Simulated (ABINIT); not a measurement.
# SrSiS3 (Pm-3m): from the cell to the phonon bands, part 3 of 5

How does SrSiS3 (Pm-3m) vibrate, and is this structure a minimum?

ABINIT 10.8.3; DFT PBEsol, scalar-relativistic, plane waves, PseudoDojo norm-conserving pseudopotentials.

So far. Step 5 (Relaxation): The volume changes by +0.1 % in this run and stands +19.9 % from the first cell. Step 7 (Linear response at Γ): The acoustic modes at Γ come out as far as 2.4 cm⁻¹ from zero, where they should vanish, a small numerical error. The lowest optical mode is imaginary, 121i cm⁻¹, an instability at this level and on this k mesh. The relaxed cell has a = 4.617 Å (conventional setting).

The structure was built from a prototype and need not be the compound's stable phase.

### Step 8. Zone-centre analysis

anaddb reads the merged derivatives and imposes the acoustic sum rule.

The input, anaddb.abi:

```
ddb_filepath "gamma_DDB"
output_file "anaddb.abo"
outdata_prefix "anaddb"
asr 1
chneut 1
enunit 2
eivec 1
nph1l 1
qph1l 0.0 0.0 0.0 1.0
```

The input, mrgddb.in:

```
gamma_DDB
merged
2
dfpt_gammao_DDB
gso_DDB
```

Command:

```
$ mrgddb < mrgddb.in > mrgddb.log
$ OMP_NUM_THREADS=1 anaddb anaddb.abi > anaddb.log
```

Numbers of over 12 decimals in the logs are rounded to 6 here.

anaddb.abo, the main output file:

```text
-outvars_anaddb: echo values of input variables ----------------------

 Miscellaneous information :
      enunit         2
       eivec         1
         asr         1
 First list of wavevector (reduced coord.) :
       nph1l         1
       qph1l
                     0.00000000E+00  0.00000000E+00  0.00000000E+00    1.000E+00

================================================================================

 read the DDB information and perform some checks

  ==== Info on the Cryst% object ====
 Real(R)+Recip(G) space primitive vectors, cartesian coordinates (Bohr,Bohr^-1):
 R(1)=  8.7250154  0.0000000  0.0000000  G(1)=  0.1146130  0.0000000  0.0000000
 R(2)=  0.0000000  8.7250154  0.0000000  G(2)=  0.0000000  0.1146130  0.0000000
 R(3)=  0.0000000  0.0000000  8.7250154  G(3)=  0.0000000  0.0000000  0.1146130
 Unit cell volume ucvol=  6.6419959E+02 bohr^3
 Angles (23,13,12)=  9.00000000E+01  9.00000000E+01  9.00000000E+01 degrees
 Time-reversal symmetry is present
 Reduced atomic positions [iatom, xred, symbol]:
    1)    0.0000000  0.0000000  0.0000000  Sr
    2)    0.5000000  0.5000000  0.5000000  Si
    3)    0.5000000  0.5000000  0.0000000   S
    4)    0.5000000  0.0000000  0.5000000   S
    5)    0.0000000  0.5000000  0.5000000   S

 DDB file with 3 blocks has been read.

================================================================================

 Treat the first list of vectors

  Phonon wavevector (reduced coordinates) :  0.00000  0.00000  0.00000
 Phonon energies in Hartree :
  -5.513036E-04 -5.513036E-04 -5.513036E-04  1.262334E-08  1.280315E-08
   1.332797E-08  2.051647E-04  2.051647E-04  2.051647E-04  3.760092E-04
   3.760092E-04  3.760092E-04  1.289614E-03  1.289614E-03  1.289614E-03
 Phonon energies in meV     :
- -1.500174E+01 -1.500174E+01 -1.500174E+01  3.434985E-04  3.483915E-04
-  3.626725E-04  5.582816E+00  5.582816E+00  5.582816E+00  1.023173E+01
-  1.023173E+01  1.023173E+01  3.509217E+01  3.509217E+01  3.509217E+01
 Phonon frequencies in cm-1    :
- -1.209972E+02 -1.209972E+02 -1.209972E+02  2.770502E-03  2.809967E-03
-  2.925151E-03  4.502845E+01  4.502845E+01  4.502845E+01  8.252448E+01
-  8.252448E+01  8.252448E+01  2.830375E+02  2.830375E+02  2.830375E+02
 Phonon frequencies in Thz     :
- -3.627403E+00 -3.627403E+00 -3.627403E+00  8.305757E-05  8.424068E-05
-  8.769382E-05  1.349919E+00  1.349919E+00  1.349919E+00  2.474022E+00
-  2.474022E+00  2.474022E+00  8.485249E+00  8.485249E+00  8.485249E+00
 Phonon energies in Kelvin  :
- -1.740879E+02 -1.740879E+02 -1.740879E+02  3.986135E-03  4.042915E-03
-  4.208640E-03  6.478589E+01  6.478589E+01  6.478589E+01  1.187343E+02
-  1.187343E+02  1.187343E+02  4.072277E+02  4.072277E+02  4.072277E+02

 Eigendisplacements
 (will be given, for each mode : in cartesian coordinates
   for each atom the real part of the displacement vector,
   then the imaginary part of the displacement vector - absolute values smaller than 1.0d-7 are set to zero)
  Mode number    1   Energy   -5.513036E-04
 Attention : low frequency mode.
   (Could be unstable or acoustic mode)
-  1  0.00000000E+00  0.00000000E+00 -4.87532861E-05
-     0.00000000E+00  0.00000000E+00  0.00000000E+00
-  2  0.00000000E+00  0.00000000E+00 -3.51117160E-03
-     0.00000000E+00  0.00000000E+00  0.00000000E+00
-  3  0.00000000E+00  0.00000000E+00 -3.13868710E-04
-     0.00000000E+00  0.00000000E+00  0.00000000E+00
-  4  0.00000000E+00  0.00000000E+00  1.76137371E-03
-     0.00000000E+00  0.00000000E+00  0.00000000E+00
-  5  0.00000000E+00  0.00000000E+00  1.76137371E-03
-     0.00000000E+00  0.00000000E+00  0.00000000E+00
  Mode number    2   Energy   -5.513036E-04
 Attention : low frequency mode.
   (Could be unstable or acoustic mode)
-  1  0.00000000E+00  4.87532861E-05  0.00000000E+00
-     0.00000000E+00  0.00000000E+00  0.00000000E+00
-  2  0.00000000E+00  3.51117159E-03  0.00000000E+00
-     0.00000000E+00  0.00000000E+00  0.00000000E+00
-  3  0.00000000E+00 -1.76137371E-03  0.00000000E+00
-     0.00000000E+00  0.00000000E+00  0.00000000E+00
-  4  0.00000000E+00  3.13868710E-04  0.00000000E+00
-     0.00000000E+00  0.00000000E+00  0.00000000E+00
-  5  0.00000000E+00 -1.76137371E-03  0.00000000E+00
-     0.00000000E+00  0.00000000E+00  0.00000000E+00
  Mode number    3   Energy   -5.513036E-04
 Attention : low frequency mode.
   (Could be unstable or acoustic mode)
-  1  4.87532861E-05  0.00000000E+00  0.00000000E+00
-     0.00000000E+00  0.00000000E+00  0.00000000E+00
-  2  3.51117159E-03  0.00000000E+00  0.00000000E+00
-     0.00000000E+00  0.00000000E+00  0.00000000E+00
-  3 -1.76137371E-03  0.00000000E+00  0.00000000E+00
-     0.00000000E+00  0.00000000E+00  0.00000000E+00
-  4 -1.76137371E-03  0.00000000E+00  0.00000000E+00
-     0.00000000E+00  0.00000000E+00  0.00000000E+00
-  5  3.13868710E-04  0.00000000E+00  0.00000000E+00
-     0.00000000E+00  0.00000000E+00  0.00000000E+00
  Mode number    4   Energy    1.262334E-08
 Attention : low frequency mode.
   (Could be unstable or acoustic mode)
-  1  0.00000000E+00  0.00000000E+00  1.60896405E-03
-     0.00000000E+00  0.00000000E+00  0.00000000E+00
-  2  0.00000000E+00  0.00000000E+00  1.60912487E-03
-     0.00000000E+00  0.00000000E+00  0.00000000E+00
-  3  0.00000000E+00  0.00000000E+00  1.60896973E-03
-     0.00000000E+00  0.00000000E+00  0.00000000E+00
-  4  0.00000000E+00  0.00000000E+00  1.60894640E-03
-     0.00000000E+00  0.00000000E+00  0.00000000E+00
-  5  0.00000000E+00  0.00000000E+00  1.60894640E-03
-     0.00000000E+00  0.00000000E+00  0.00000000E+00
  Mode number    5   Energy    1.280315E-08
 Attention : low frequency mode.
   (Could be unstable or acoustic mode)
-  1  0.00000000E+00 -1.60896405E-03  0.00000000E+00
-     0.00000000E+00  0.00000000E+00  0.00000000E+00
-  2  0.00000000E+00 -1.60912487E-03  0.00000000E+00
-     0.00000000E+00  0.00000000E+00  0.00000000E+00
-  3  0.00000000E+00 -1.60894640E-03  0.00000000E+00
-     0.00000000E+00  0.00000000E+00  0.00000000E+00
-  4  0.00000000E+00 -1.60896973E-03  0.00000000E+00
-     0.00000000E+00  0.00000000E+00  0.00000000E+00
-  5  0.00000000E+00 -1.60894640E-03  0.00000000E+00
-     0.00000000E+00  0.00000000E+00  0.00000000E+00
  Mode number    6   Energy    1.332797E-08
 Attention : low frequency mode.
   (Could be unstable or acoustic mode)
-  1  1.60896405E-03  0.00000000E+00  0.00000000E+00
-     0.00000000E+00  0.00000000E+00  0.00000000E+00
-  2  1.60912487E-03  0.00000000E+00  0.00000000E+00
-     0.00000000E+00  0.00000000E+00  0.00000000E+00
-  3  1.60894640E-03  0.00000000E+00  0.00000000E+00
-     0.00000000E+00  0.00000000E+00  0.00000000E+00
-  4  1.60894640E-03  0.00000000E+00  0.00000000E+00
-     0.00000000E+00  0.00000000E+00  0.00000000E+00
-  5  1.60896973E-03  0.00000000E+00  0.00000000E+00
-     0.00000000E+00  0.00000000E+00  0.00000000E+00
  Mode number    7   Energy    2.051647E-04
-  1  0.00000000E+00  0.00000000E+00  0.00000000E+00
-     0.00000000E+00  0.00000000E+00  0.00000000E+00
-  2  0.00000000E+00  0.00000000E+00  0.00000000E+00
-     0.00000000E+00  0.00000000E+00  0.00000000E+00
-  3  0.00000000E+00  0.00000000E+00  0.00000000E+00
-     0.00000000E+00  0.00000000E+00  0.00000000E+00
-  4  0.00000000E+00  0.00000000E+00  2.92470830E-03
-     0.00000000E+00  0.00000000E+00  0.00000000E+00
-  5  0.00000000E+00  0.00000000E+00 -2.92470830E-03
-     0.00000000E+00  0.00000000E+00  0.00000000E+00
  Mode number    8   Energy    2.051647E-04
-  1  0.00000000E+00  0.00000000E+00  0.00000000E+00
-     0.00000000E+00  0.00000000E+00  0.00000000E+00
-  2  0.00000000E+00  0.00000000E+00  0.00000000E+00
-     0.00000000E+00  0.00000000E+00  0.00000000E+00
-  3  0.00000000E+00 -2.92470830E-03  0.00000000E+00
-     0.00000000E+00  0.00000000E+00  0.00000000E+00
-  4  0.00000000E+00  0.00000000E+00  0.00000000E+00
-     0.00000000E+00  0.00000000E+00  0.00000000E+00
-  5  0.00000000E+00  2.92470830E-03  0.00000000E+00
-     0.00000000E+00  0.00000000E+00  0.00000000E+00
  Mode number    9   Energy    2.051647E-04
-  1  0.00000000E+00  0.00000000E+00  0.00000000E+00
-     0.00000000E+00  0.00000000E+00  0.00000000E+00
-  2  0.00000000E+00  0.00000000E+00  0.00000000E+00
-     0.00000000E+00  0.00000000E+00  0.00000000E+00
-  3  2.92470830E-03  0.00000000E+00  0.00000000E+00
-     0.00000000E+00  0.00000000E+00  0.00000000E+00
-  4 -2.92470830E-03  0.00000000E+00  0.00000000E+00
-     0.00000000E+00  0.00000000E+00  0.00000000E+00
-  5  0.00000000E+00  0.00000000E+00  0.00000000E+00
-     0.00000000E+00  0.00000000E+00  0.00000000E+00
  Mode number   10   Energy    3.760092E-04
-  1  0.00000000E+00  0.00000000E+00 -1.91551823E-03
-     0.00000000E+00  0.00000000E+00  0.00000000E+00
-  2  0.00000000E+00  0.00000000E+00  1.42132068E-03
-     0.00000000E+00  0.00000000E+00  0.00000000E+00
-  3  0.00000000E+00  0.00000000E+00  1.40251166E-03
-     0.00000000E+00  0.00000000E+00  0.00000000E+00
-  4  0.00000000E+00  0.00000000E+00  1.29331735E-03
-     0.00000000E+00  0.00000000E+00  0.00000000E+00
-  5  0.00000000E+00  0.00000000E+00  1.29331735E-03
-     0.00000000E+00  0.00000000E+00  0.00000000E+00
  Mode number   11   Energy    3.760092E-04
-  1  0.00000000E+00  1.91551823E-03  0.00000000E+00
-     0.00000000E+00  0.00000000E+00  0.00000000E+00
-  2  0.00000000E+00 -1.42132068E-03  0.00000000E+00
-     0.00000000E+00  0.00000000E+00  0.00000000E+00
-  3  0.00000000E+00 -1.29331735E-03  0.00000000E+00
-     0.00000000E+00  0.00000000E+00  0.00000000E+00
-  4  0.00000000E+00 -1.40251166E-03  0.00000000E+00
-     0.00000000E+00  0.00000000E+00  0.00000000E+00
-  5  0.00000000E+00 -1.29331735E-03  0.00000000E+00
-     0.00000000E+00  0.00000000E+00  0.00000000E+00
  Mode number   12   Energy    3.760092E-04
-  1  1.91551823E-03  0.00000000E+00  0.00000000E+00
-     0.00000000E+00  0.00000000E+00  0.00000000E+00
-  2 -1.42132068E-03  0.00000000E+00  0.00000000E+00
-     0.00000000E+00  0.00000000E+00  0.00000000E+00
-  3 -1.29331735E-03  0.00000000E+00  0.00000000E+00
-     0.00000000E+00  0.00000000E+00  0.00000000E+00
-  4 -1.29331735E-03  0.00000000E+00  0.00000000E+00
-     0.00000000E+00  0.00000000E+00  0.00000000E+00
-  5 -1.40251166E-03  0.00000000E+00  0.00000000E+00
-     0.00000000E+00  0.00000000E+00  0.00000000E+00
  Mode number   13   Energy    1.289614E-03
-  1  0.00000000E+00  0.00000000E+00  2.33667307E-05
-     0.00000000E+00  0.00000000E+00  0.00000000E+00
-  2  0.00000000E+00  0.00000000E+00 -1.61081794E-03
-     0.00000000E+00  0.00000000E+00  0.00000000E+00
-  3  0.00000000E+00  0.00000000E+00  3.52895185E-03
-     0.00000000E+00  0.00000000E+00  0.00000000E+00
-  4  0.00000000E+00  0.00000000E+00 -1.09091843E-03
-     0.00000000E+00  0.00000000E+00  0.00000000E+00
-  5  0.00000000E+00  0.00000000E+00 -1.09091843E-03
-     0.00000000E+00  0.00000000E+00  0.00000000E+00
  Mode number   14   Energy    1.289614E-03
-  1  0.00000000E+00 -2.33667307E-05  0.00000000E+00
-     0.00000000E+00  0.00000000E+00  0.00000000E+00
-  2  0.00000000E+00  1.61081794E-03  0.00000000E+00
-     0.00000000E+00  0.00000000E+00  0.00000000E+00
-  3  0.00000000E+00  1.09091843E-03  0.00000000E+00
-     0.00000000E+00  0.00000000E+00  0.00000000E+00
-  4  0.00000000E+00 -3.52895185E-03  0.00000000E+00
-     0.00000000E+00  0.00000000E+00  0.00000000E+00
-  5  0.00000000E+00  1.09091843E-03  0.00000000E+00
-     0.00000000E+00  0.00000000E+00  0.00000000E+00
  Mode number   15   Energy    1.289614E-03
-  1  2.33667307E-05  0.00000000E+00  0.00000000E+00
-     0.00000000E+00  0.00000000E+00  0.00000000E+00
-  2 -1.61081794E-03  0.00000000E+00  0.00000000E+00
-     0.00000000E+00  0.00000000E+00  0.00000000E+00
-  3 -1.09091843E-03  0.00000000E+00  0.00000000E+00
-     0.00000000E+00  0.00000000E+00  0.00000000E+00
-  4 -1.09091843E-03  0.00000000E+00  0.00000000E+00
-     0.00000000E+00  0.00000000E+00  0.00000000E+00
-  5  3.52895185E-03  0.00000000E+00  0.00000000E+00
-     0.00000000E+00  0.00000000E+00  0.00000000E+00

 Analysis of degeneracies and characters (maximum tolerance=1.00E-06 a.u.)
 For each vibration mode, or group of modes if degenerate,
 the characters are given for each symmetry operation (see the list in the log file).
 Symmetry characters of vibration mode #   1
       degenerate with vibration modes #   2 to    3
  3.0 -3.0 -1.0  1.0 -1.0  1.0 -1.0  1.0  1.0 -1.0 -1.0  1.0  1.0 -1.0 -1.0  1.0
  0.0 -0.0  0.0 -0.0 -0.0  0.0 -0.0  0.0  1.0 -1.0 -1.0  1.0 -1.0  1.0  1.0 -1.0
  0.0 -0.0 -0.0  0.0 -0.0  0.0  0.0 -0.0  1.0 -1.0  1.0 -1.0 -1.0  1.0 -1.0  1.0
 Symmetry characters of vibration mode #   4
       degenerate with vibration modes #   5 to    6
  3.0 -3.0 -1.0  1.0 -1.0  1.0 -1.0  1.0  1.0 -1.0 -1.0  1.0  1.0 -1.0 -1.0  1.0
 -0.0  0.0  0.0 -0.0 -0.0  0.0 -0.0  0.0  1.0 -1.0 -1.0  1.0 -1.0  1.0  1.0 -1.0
 -0.0  0.0 -0.0  0.0 -0.0  0.0  0.0 -0.0  1.0 -1.0  1.0 -1.0 -1.0  1.0 -1.0  1.0
 Symmetry characters of vibration mode #   7
       degenerate with vibration modes #   8 to    9
  3.0 -3.0 -1.0  1.0 -1.0  1.0 -1.0  1.0 -1.0  1.0  1.0 -1.0 -1.0  1.0  1.0 -1.0
 -0.0  0.0  0.0 -0.0 -0.0  0.0 -0.0  0.0 -1.0  1.0  1.0 -1.0  1.0 -1.0 -1.0  1.0
 -0.0  0.0 -0.0  0.0 -0.0  0.0  0.0 -0.0 -1.0  1.0 -1.0  1.0  1.0 -1.0  1.0 -1.0
 Symmetry characters of vibration mode #  10
       degenerate with vibration modes #  11 to   12
  3.0 -3.0 -1.0  1.0 -1.0  1.0 -1.0  1.0  1.0 -1.0 -1.0  1.0  1.0 -1.0 -1.0  1.0
 -0.0  0.0 -0.0  0.0  0.0 -0.0  0.0 -0.0  1.0 -1.0 -1.0  1.0 -1.0  1.0  1.0 -1.0
 -0.0  0.0  0.0 -0.0  0.0 -0.0 -0.0  0.0  1.0 -1.0  1.0 -1.0 -1.0  1.0 -1.0  1.0
 Symmetry characters of vibration mode #  13
       degenerate with vibration modes #  14 to   15
  3.0 -3.0 -1.0  1.0 -1.0  1.0 -1.0  1.0  1.0 -1.0 -1.0  1.0  1.0 -1.0 -1.0  1.0
  0.0 -0.0  0.0 -0.0 -0.0  0.0 -0.0  0.0  1.0 -1.0 -1.0  1.0 -1.0  1.0  1.0 -1.0
  0.0 -0.0 -0.0  0.0 -0.0  0.0  0.0 -0.0  1.0 -1.0  1.0 -1.0 -1.0  1.0 -1.0  1.0
-
```

The job ended after 0.51 s (1 thread of Arm Neoverse V1, shared host).

Numbers from this step:

| Property | Result |
| --- | --- |
| highest optical zone-centre mode (no LO-TO term) | 283.0 cm⁻¹ |
| lowest optical zone-centre mode | -121 cm⁻¹ |

No LO-TO term; unit eigenvectors of the mass-weighted matrix, from anaddb's displacements. The modes at Γ (shares of kinetic energy by element, %) (negative means imaginary):

| mode | frequency (cm⁻¹) | symmetry | Sr % | Si % | S % |
| --- | --- | --- | --- | --- | --- |
| 1 | -121.0 | T1u | 0 | 63 | 37 |
| 2 | -121.0 | T1u | 0 | 63 | 37 |
| 3 | -121.0 | T1u | 0 | 63 | 37 |
| 4 | 0.0 | acoustic | 41 | 13 | 45 |
| 5 | 0.0 | acoustic | 41 | 13 | 45 |
| 6 | 0.0 | acoustic | 41 | 13 | 45 |
| 7 | 45.0 | T2u | 0 | 0 | 100 |
| 8 | 45.0 | T2u | 0 | 0 | 100 |
| 9 | 45.0 | T2u | 0 | 0 | 100 |
| 10 | 82.5 | T1u | 59 | 10 | 31 |
| 11 | 82.5 | T1u | 59 | 10 | 31 |
| 12 | 82.5 | T1u | 59 | 10 | 31 |
| 13 | 283.0 | T1u | 0 | 13 | 87 |
| 14 | 283.0 | T1u | 0 | 13 | 87 |
| 15 | 283.0 | T1u | 0 | 13 | 87 |

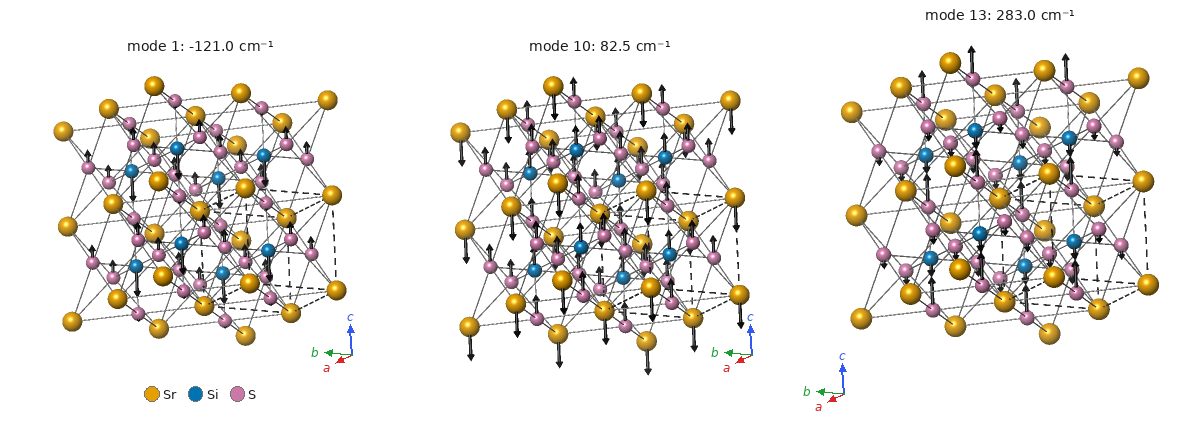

Displacement patterns of modes 1, 10 and 13 at Γ; arrows are exaggerated. 2×2×2 cells are drawn. Some periodic images of atoms are drawn too.

The rule moves no optical mode by more than 0.1 cm⁻¹.

### Step 9. Self-consistent run for the response

Scaled from the time of the run at Γ, the full q mesh would overrun the time at hand on this k mesh, so the ground state is made again on a coarser one.

The input, gs.abi:

```
# ground state
tolvrs 1.0d-16
prtden 1
prtwf 1

# basis, mesh and filling
ecut 28.0
ngkpt 4 4 4
nshiftk 1
shiftk 0.0 0.0 0.0
istwfk *1
occopt 7
tsmear 0.01
nband 24
nstep 100
diemac 1000000.0
prtebands 0
prtgsr 0
useylm 1

# cell and atoms
acell 3*1.0 Angstrom
rprim 
    4.617079295 0.0 0.0
    0.0 4.617079295 0.0
    0.0 0.0 4.617079295
ntypat 3
znucl 38 14 16
natom 5
typat 1 2 3 3 3
xred 
    0.0 0.0 0.0
    0.5 0.5 0.5
    0.5 0.5 0.0
    0.5 0.0 0.5
    0.0 0.5 0.5
pp_dirpath "./pseudo"
pseudos "Sr.upf, Si.upf, S.upf"
```

Command:

```
$ OMP_NUM_THREADS=1 mpirun -n 4 abinit gs.abi > gs.log
```

gs.abo, the main output file:

```text
[banners, grids, parts of the stress and lines that vanish by symmetry left out]
- input  file    -> gs.abi
- output file    -> gs.abo
- root for input  files -> gsi
[...]
Symmetries : space group Pm -3 m (#221); Bravais cP (primitive cubic)
[...]
mpw =        4713          nfft =       91125          nkpt =          10
[...]
== DATASET  1 ==================================================================
[...]
cutoff_energies: {ecut:  28.0, pawecutdg:  -1.0, }
[...]
ETOT  1  -71.610264472318    -7.161E+01 3.155E-02 1.129E+02
 ETOT  2  -71.651331603432    -4.107E-02 5.368E-03 4.276E+01
 ETOT  3  -71.662368898206    -1.104E-02 3.111E-03 2.591E-01
 ETOT  4  -71.662417488949    -4.859E-05 1.851E-03 1.512E-02
 ETOT  5  -71.662419009335    -1.520E-06 9.226E-04 1.030E-03
[...]
ETOT 12  -71.662419101680    -1.023E-12 3.585E-05 1.589E-16
 ETOT 13  -71.662419101680     2.558E-13 6.659E-05 7.562E-19
 At SCF step   13       vres2   =  7.56E-19 < tolvrs=  1.00E-16 =>converged.
[...]
sigma(1 1)=  1.73649909E-06  sigma(3 2)=  0.00000000E+00
  sigma(2 2)=  1.73649909E-06  sigma(3 1)=  0.00000000E+00
  sigma(3 3)=  1.73649909E-06  sigma(2 1)=  0.00000000E+00
[...]
convergence: {deltae:  2.558E-13, res2:  7.562E-19, residm:  6.659E-05, diffor: null, }
etotal    :  -7.16624191E+01
[...]
sigma(1 1)=  1.73649909E-06  sigma(3 2)=  0.00000000E+00
  sigma(2 2)=  1.73649909E-06  sigma(3 1)=  0.00000000E+00
  sigma(3 3)=  1.73649909E-06  sigma(2 1)=  0.00000000E+00
[...]
- sigma(1 1)=  5.10895671E-02  sigma(3 2)=  0.00000000E+00
- sigma(2 2)=  5.10895671E-02  sigma(3 1)=  0.00000000E+00
- sigma(3 3)=  5.10895671E-02  sigma(2 1)=  0.00000000E+00
[...]
fcart     -0.0000000000E+00 -0.0000000000E+00 -0.0000000000E+00
           strten      1.7364990890E-06  1.7364990890E-06  1.7364990890E-06
================================================================================

[key lines of the parts left out:]
pressure_GPa:  -5.1090E-02
```

Wall time 23 s (4 MPI ranks); 91 s of CPU time.

Numbers from this step:

- pressure: -0.05109 GPa

(Part 3 of 5 ends here.)

[Host names and launcher messages were left out of these logs when they were recorded.]

[Logs are printed without paths, hosts, clocks, repeated set-up lines and the standing remarks that a program may print on its own settings, such as how far it seeks lower states.]

[Hosts, paths, dates, database ids (printed as entryN), source tags and the programs' standing remarks are cut or masked in the printed files.]
